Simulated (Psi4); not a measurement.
**BP2H5: interaction calculation (part 1 of 2)**

System: BP2H5.
Method: SSAPT0/heavy-aug-cc-pVDZ, RHF (Psi4 1.11).

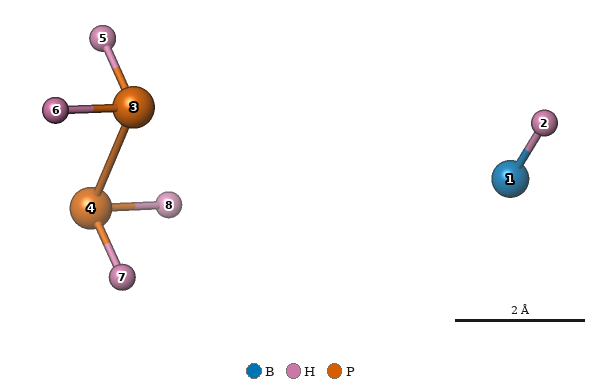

**Figure 1.** The input geometry (ball-and-stick view, seen at a tilt; atoms are numbered from 1 in the order of the input). Bond lengths as drawn: B–H 1.23 Å, H–P 1.42 Å and P–P 2.23 Å.

### Results in brief

```csv
quantity,value
outcome,converged
SCF energy,−708.922321 hartree
basis functions,102
hardware,"1 thread of AMD EPYC (Zen 3), 24 GiB of memory available, shared host"
wall time,7.5 s
peak memory,0.29 GiB
```

### Input file (input.in)
```
memory 1600 MB

molecule {
  0 1
  B      0.000000     0.000000    -0.616200
  H      0.000000     0.000000     0.616200
  --
  0 1
  P      4.212730     4.124870    -1.823340
  P      4.085320     3.805120    -4.023750
  H      5.528470     3.593190    -1.732500
  H      4.705320     5.452430    -1.953950
  H      2.766250     4.328410    -4.114250
  H      3.601330     2.474560    -3.892090
  symmetry c1
  no_reorient
  no_com
}

set globals {
  basis       heavy-aug-cc-pVDZ
  reference   rhf
  scf_type    df
  freeze_core true
}

e, wfn = energy('ssapt0', return_wfn=True)
```

Run as:
```bash
psi4 -i input.in -o input.out -n 1
```

### What the program printed
```
Psi4 1.11 release

   => Loading Basis Set <=

    Name: HEAVY-AUG-CC-PVDZ
    Role: ORBITAL
    Keyword: BASIS

   => Loading Basis Set <=

    Name: HEAVY-AUG-CC-PVDZ
    Role: ORBITAL
    Keyword: BASIS

  //>>>>>>>>>>>>>>>>>>>>>>>>>>>>>>>>>>>//
  //              Dimer HF             //
  //<<<<<<<<<<<<<<<<<<<<<<<<<<<<<<<<<<<//

   => Loading Basis Set <=

    Name: HEAVY-AUG-CC-PVDZ
    Role: ORBITAL
    Keyword: BASIS

         ---------------------------------------------------------
                                   SCF
                              RHF Reference
                        1 Threads,   1525 MiB Core
         ---------------------------------------------------------

  ==> Geometry <==

    Molecular point group: c1
    Full point group: C1

    Geometry (in Angstrom), charge = 0, multiplicity = 1:

       Center              X                  Y                   Z               Mass
    ------------   -----------------  -----------------  -----------------  -----------------
         B            0.000000000000     0.000000000000    -0.616200000000    11.009305360000
         H            0.000000000000     0.000000000000     0.616200000000     1.007825032230
         P            4.212730000000     4.124870000000    -1.823340000000    30.973761998420
         P            4.085320000000     3.805120000000    -4.023750000000    30.973761998420
         H            5.528470000000     3.593190000000    -1.732500000000     1.007825032230
         H            4.705320000000     5.452430000000    -1.953950000000     1.007825032230
         H            2.766250000000     4.328410000000    -4.114250000000     1.007825032230
         H            3.601330000000     2.474560000000    -3.892090000000     1.007825032230

  Running in c1 symmetry.

  Rotational constants: A =      0.19890  B =      0.00613  C =      0.00596 [cm^-1]
  Rotational constants: A =   5963.01655  B =    183.66386  C =    178.69828 [MHz]
  Nuclear repulsion =  107.737868189121301

  Charge       = 0
  Multiplicity = 1
  Electrons    = 40
  Nalpha       = 20
  Nbeta        = 20

  ==> Algorithm <==

  SCF Algorithm Type is DF.
  DIIS enabled.
  MOM disabled.
  Fractional occupation disabled.
  Guess Type is SAD.
  Energy threshold   = 1.00e-08
  Density threshold  = 1.00e-08
  Integral threshold = 1.00e-12

  ==> Primary Basis <==

  Basis Set: HEAVY-AUG-CC-PVDZ
    Blend: HEAVY-AUG-CC-PVDZ
    Number of shells: 46
    Number of basis functions: 102
    Number of Cartesian functions: 108
    Spherical Harmonics?: true
    Max angular momentum: 2

   => Loading Basis Set <=

    Name: (HEAVY-AUG-CC-PVDZ AUX)
    Role: JKFIT
    Keyword: DF_BASIS_SCF

  ==> Integral Setup <==

  DFHelper Memory: AOs need 0.037 GiB; user supplied 1.118 GiB.
  SCF_SUBTYPE=INCORE selected. In-core MEM_DF algorithm will be used.
  Using in-core AOs.

  ==> MemDFJK: Density-Fitted J/K Matrices <==

    J tasked:                   Yes
    K tasked:                   Yes
    wK tasked:                   No
    Memory [MiB]:              1144
    Algorithm:                 Core
    Schwarz Cutoff:           1E-12
    Mask sparsity (%):       6.0169
    Fitting Condition:        1E-10

   => Auxiliary Basis Set <=

  Basis Set: (HEAVY-AUG-CC-PVDZ AUX)
    Blend: HEAVY-AUG-CC-PVDZ-JKFIT
    Number of shells: 153
    Number of basis functions: 457
    Number of Cartesian functions: 526
    Spherical Harmonics?: true
    Max angular momentum: 3

  Minimum eigenvalue in the overlap matrix is 1.4062000766E-03.
  Reciprocal condition number of the overlap matrix is 2.4613391772E-04.
    Using symmetric orthogonalization.

  ==> Pre-Iterations <==

  SCF Guess: Superposition of Atomic Densities via on-the-fly atomic UHF (no occupation information).

   -------------------------
    Irrep   Nso     Nmo
   -------------------------
     A        102     102
   -------------------------
    Total     102     102
   -------------------------

  ==> Iterations <==

                           Total Energy        Delta E     RMS |[F,P]|

   @DF-RHF iter SAD:  -707.82615915288829   -7.07826e+02   0.00000e+00
   @DF-RHF iter   1:  -708.87702334458845   -1.05086e+00   1.89161e-03 DIIS/ADIIS
   @DF-RHF iter   2:  -708.91774431584304   -4.07210e-02   5.34987e-04 DIIS/ADIIS
   @DF-RHF iter   3:  -708.92163359795757   -3.88928e-03   1.83265e-04 DIIS/ADIIS
   @DF-RHF iter   4:  -708.92228277640754   -6.49178e-04   4.36534e-05 DIIS
   @DF-RHF iter   5:  -708.92231867440228   -3.58980e-05   1.00313e-05 DIIS
   @DF-RHF iter   6:  -708.92232085647277   -2.18207e-06   1.82942e-06 DIIS
   @DF-RHF iter   7:  -708.92232093494920   -7.84764e-08   3.67146e-07 DIIS
   @DF-RHF iter   8:  -708.92232093829330   -3.34410e-09   1.10213e-07 DIIS
   @DF-RHF iter   9:  -708.92232093876112   -4.67821e-10   5.30127e-08 DIIS
   @DF-RHF iter  10:  -708.92232093891539   -1.54273e-10   2.02997e-08 DIIS
   @DF-RHF iter  11:  -708.92232093893904   -2.36469e-11   6.29450e-09 DIIS
  Energy and wave function converged.

  ==> Post-Iterations <==

    Orbital Energies [Eh]
    ---------------------

    Doubly Occupied:

       1A    -79.958891     2A    -79.957966     3A     -7.691082
       4A     -7.500355     5A     -7.499442     6A     -5.393833
       7A     -5.393804     8A     -5.392898     9A     -5.392874
      10A     -5.392350    11A     -5.391439    12A     -0.906792
      13A     -0.778766    14A     -0.648559    15A     -0.550619
      16A     -0.494421    17A     -0.455920    18A     -0.448126
      19A     -0.346538    20A     -0.340118

    Virtual:

      21A      0.027372    22A      0.029155    23A      0.051599
      24A      0.063594    25A      0.075280    26A      0.087505
      27A      0.089894    28A      0.101359    29A      0.102880
      30A      0.112096    31A      0.114984    32A      0.128879
      33A      0.139839    34A      0.156048    35A      0.166863
      36A      0.170381    37A      0.193791    38A      0.228137
      39A      0.254525    40A      0.271662    41A      0.275830
      42A      0.277915    43A      0.282007    44A      0.287472
      45A      0.291831    46A      0.320823    47A      0.326049
      48A      0.350144    49A      0.381504    50A      0.397033
      51A      0.401798    52A      0.407602    53A      0.464120
      54A      0.468649    55A      0.471325    56A      0.492843
      57A      0.553357    58A      0.559805    59A      0.674386
      60A      0.689150    61A      0.720237    62A      0.734439
      63A      0.760356    64A      0.779973    65A      0.787948
      66A      0.791110    67A      0.838959    68A      0.849505
      69A      0.864227    70A      0.872463    71A      0.877217
      72A      0.897792    73A      0.918271    74A      0.929401
      75A      0.940970    76A      1.006330    77A      1.021739
      78A      1.031896    79A      1.041268    80A      1.058754
      81A      1.072693    82A      1.106505    83A      1.242713
      84A      1.263020    85A      1.269363    86A      1.350951
      87A      1.450706    88A      1.637588    89A      1.640507
      90A      1.709556    91A      1.793129    92A      1.839941
      93A      1.840424    94A      1.899210    95A      1.935008
      96A      1.950993    97A      2.055624    98A      2.319061
      99A      2.319742   100A      2.331004   101A      2.361034
     102A      2.439341

    Final Occupation by Irrep:
              A
    DOCC [    20 ]
    NA   [    20 ]
    NB   [    20 ]

  @DF-RHF Final Energy:  -708.92232093893904

   => Energetics <=

    Nuclear Repulsion Energy =            107.7378681891213006
    One-Electron Energy =               -1193.4507950205684210
    Two-Electron Energy =                 376.7906058925079833
    Total Energy =                       -708.9223209389390377

Computation Completed

Properties will be evaluated at   0.000000,   0.000000,   0.000000 [a0]

Properties computed using the SCF density matrix

 Multipole Moments:

 ------------------------------------------------------------------------------------
     Multipole            Electronic (a.u.)      Nuclear  (a.u.)        Total (a.u.)
 ------------------------------------------------------------------------------------

 L = 1.  Multiply by 2.5417464519 to convert [e a0] to [Debye]
 Dipole X            :       -266.5984074          266.5876707           -0.0107367
 Dipole Y            :       -254.7402656          254.7321337           -0.0081319
 Dipole Z            :        193.1634434         -192.4949487            0.6684947
 Magnitude           :                                                    0.6686304

 ------------------------------------------------------------------------------------

	total time  =          3 seconds =       0.05 minutes

  //>>>>>>>>>>>>>>>>>>>>>>>>>>>>>>>>>>>//
  //            Monomer A HF           //
  //<<<<<<<<<<<<<<<<<<<<<<<<<<<<<<<<<<<//

  ==> Geometry <==

    Molecular point group: c1
    Full point group: C1

    Geometry (in Angstrom), charge = 0, multiplicity = 1:

       Center              X                  Y                   Z               Mass
    ------------   -----------------  -----------------  -----------------  -----------------
         B            0.000000000000     0.000000000000    -0.616200000000    11.009305360000
         H            0.000000000000     0.000000000000     0.616200000000     1.007825032230
      Gh(P)           4.212730000000     4.124870000000    -1.823340000000    30.973761998420
      Gh(P)           4.085320000000     3.805120000000    -4.023750000000    30.973761998420
      Gh(H)           5.528470000000     3.593190000000    -1.732500000000     1.007825032230
      Gh(H)           4.705320000000     5.452430000000    -1.953950000000     1.007825032230
      Gh(H)           2.766250000000     4.328410000000    -4.114250000000     1.007825032230
      Gh(H)           3.601330000000     2.474560000000    -3.892090000000     1.007825032230

  Running in c1 symmetry.

  Rotational constants: A =      0.19890  B =      0.00613  C =      0.00596 [cm^-1]
  Rotational constants: A =   5963.01655  B =    183.66386  C =    178.69828 [MHz]
  Nuclear repulsion =    2.146937725860111

  Charge       = 0
  Multiplicity = 1
  Electrons    = 6
  Nalpha       = 3
  Nbeta        = 3

  ==> Iterations <==

                           Total Energy        Delta E     RMS |[F,P]|

   @DF-RHF iter SAD:   -24.46132704286640   -2.44613e+01   0.00000e+00
   @DF-RHF iter   1:   -25.12154777947922   -6.60221e-01   6.34114e-04 DIIS/ADIIS
   @DF-RHF iter   2:   -25.12617078511506   -4.62301e-03   1.06165e-04 DIIS/ADIIS
   @DF-RHF iter   3:   -25.12635627497177   -1.85490e-04   2.18633e-05 DIIS
   @DF-RHF iter   4:   -25.12636727411358   -1.09991e-05   4.32405e-06 DIIS
   @DF-RHF iter   5:   -25.12636782130618   -5.47193e-07   8.30662e-07 DIIS
   @DF-RHF iter   6:   -25.12636784299696   -2.16908e-08   1.26588e-07 DIIS
   @DF-RHF iter   7:   -25.12636784346641   -4.69448e-10   1.39299e-08 DIIS
   @DF-RHF iter   8:   -25.12636784347136   -4.94538e-12   1.75346e-09 DIIS
  Energy and wave function converged.

  ==> Post-Iterations <==

    Final Occupation by Irrep:
              A
    DOCC [     3 ]
    NA   [     3 ]
    NB   [     3 ]

  @DF-RHF Final Energy:   -25.12636784347136

   => Energetics <=

    Nuclear Repulsion Energy =              2.1469377258601106
    One-Electron Energy =                 -37.1691035746603191
    Two-Electron Energy =                   9.8957980053288495
    Total Energy =                        -25.1263678434713569

Computation Completed

Properties will be evaluated at   0.000000,   0.000000,   0.000000 [a0]

Properties computed using the SCF density matrix

 Multipole Moments:
```
